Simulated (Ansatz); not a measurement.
## Electronic structure of Al₄AsN₃ in real space

The calculation's input:

```
crystal:
  lattice:
    - [5.4914526585, -1.6557951754, -0.0325767054]
    - [5.4914526585, 1.6557951754, -0.0325767054]
    - [-1.0322097572, 0.0, 5.666283345]
  atoms:
    - { symbol: "N", position: [0.0086591903, 0.0086591903, 0.0202030644] }
    - { symbol: "N", position: [0.4908266169, 0.4908266169, 0.4806837631] }
    - { symbol: "N", position: [0.7472291985, 0.7472291985, 0.2490229985] }
    - { symbol: As, position: [0.2544445368, 0.2544445368, 0.7543528022] }
    - { symbol: Al, position: [0.4712694128, 0.4712694128, 0.8240502048] }
    - { symbol: Al, position: [0.9281379382, 0.9281379382, 0.3086990853] }
    - { symbol: Al, position: [0.184332179, 0.184332179, 0.1059246822] }
    - { symbol: Al, position: [0.6651009275, 0.6651009275, 0.5070633993] }
kpoints:
  mp_grid: { grid: [8, 8, 4] }
  band_path:
    path:
      - [[0.0, 0.0, 0.0], [-0.273534009112, 0.273534009112, -1.471033098863e-18]]
      - [[0.273534009112, 0.726465990888, -3.058152679658e-17], [0.5, 0.5, -3.058152679658e-17], [0.0, 0.0, 0.0], [0.5, 0.5, -0.5], [0.265229310001, 0.734770689999, -0.5]]
      - [[-0.265229310001, 0.265229310001, -0.5], [1.139198567512e-19, 1.139198567512e-19, -0.5], [0.0, 0.0, 0.0]]
      - [[8.909637571472e-17, 0.5, -0.5], [0.0, 0.0, 0.0], [4.352889216343e-17, 0.5, -1.529076339829e-17]]
    npoints: 10
hamiltonian:
  xc: pbe
scf:
  occupations: { method: fermi_dirac, width: 0.02 }
  n_extra_bands: 6
output:
  forces: true
  stress: true
  eigenvalues: true
  write_density: true
  write_potential: true
  elf: true
  volumetric_format: npy
```

Command:

```sh
ansatz run input.yaml --threads 4 --pin off --max-ram 6451MiB --backend cpu --events-out ev --progress --plain --runs-dir out
```

Below, planes, directions and counts refer to the conventional cell (a = 10.98 Å, b = 3.31 Å, c = 5.76 Å, α = 90.00°, β = 100.66°, γ = 90.00°).

Space group Cm; started from the ordered alloy on zincblende lattice prototype, which need not be the ambient phase; not relaxed (largest force 0.3 eV/Å); computed pressure about 3 GPa in this cell.

The calculation used Ansatz 0.2.0, DFT, PBE, plane waves, PAW.

The density is the valence pseudo-density of a PAW calculation; it isn't the true density close to the nuclei.

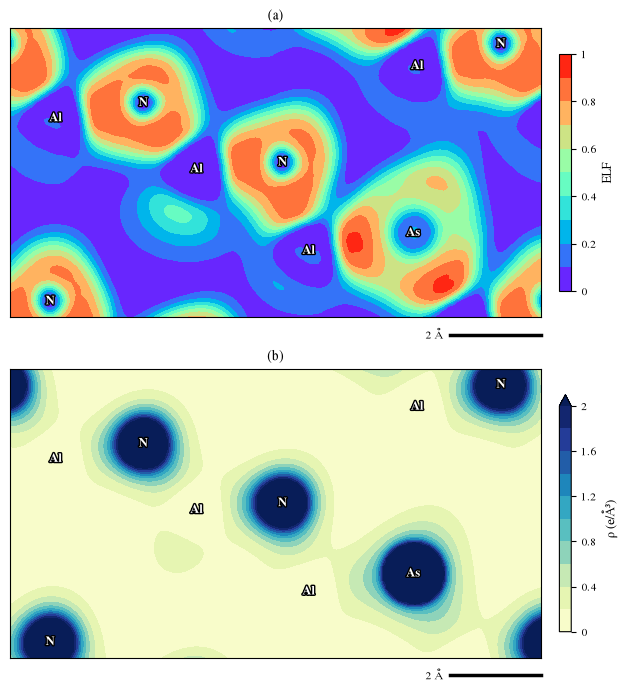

Figure 1. (a) electron localisation function; (b) valence charge density (pseudo) on the (010) plane of the conventional cell.

Describe what can be read from this map.

- The plane passes through N, As and Al nuclei.
- Al–N (1.90 Å): the density is about 0.68 e/Å³ at the midpoint; the ELF peaks at about 0.90 in the valence shell of N, 0.7 Å from its nucleus, and is about 0.85 at the midpoint.
- Al–N (2.03 Å): ρ at the midpoint is about 0.54 e/Å³; the ELF peaks at about 0.90 between the atoms (a shared but strongly polarised pair).
- Al–As (2.34 Å): the density is about 0.56 e/Å³ at the midpoint; the ELF peaks at about 0.90 between the atoms (a shared electron pair).
- Between the atoms the lowest density in this plane is 0.04 e/Å³.

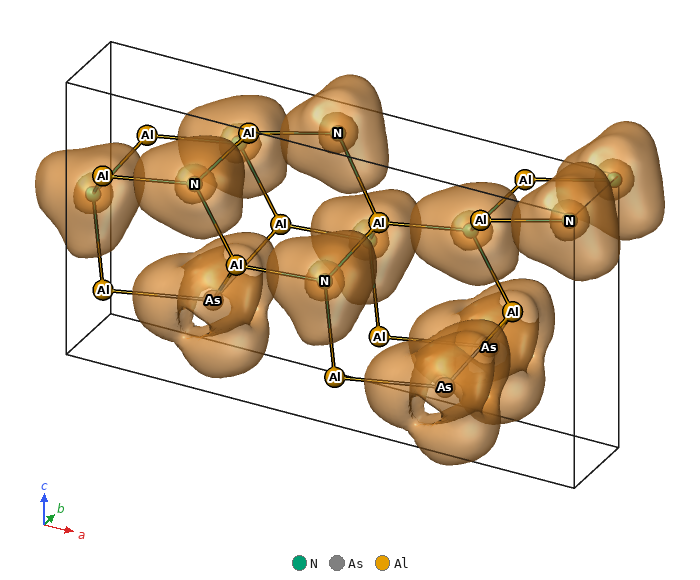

Figure 2. Isosurface of the electron localisation function at 0.65 (orange), seen slightly off an axis. Only the valence region is drawn (cores and ρ < 0.01 e/Å³ removed). Sticks mark near contacts.

Identify the bonds, lone pairs and shells in this picture.

At this value the surface marks out two regions on As in which the atom's valence shell and bonds are merged and six regions on N in which the atom's valence shell and bonds are merged, counted in one cell of 16 atoms. Any copies at cell faces, edges or corners count once. Profiles from the grid: Al–N (1.88 Å): the ELF peaks at about 0.90 in the valence shell of N, 0.8 Å from its nucleus, and is about 0.85 at the midpoint. Al–As (2.28 Å): the ELF peaks at about 0.90 between the atoms (localised, covalent bonding).
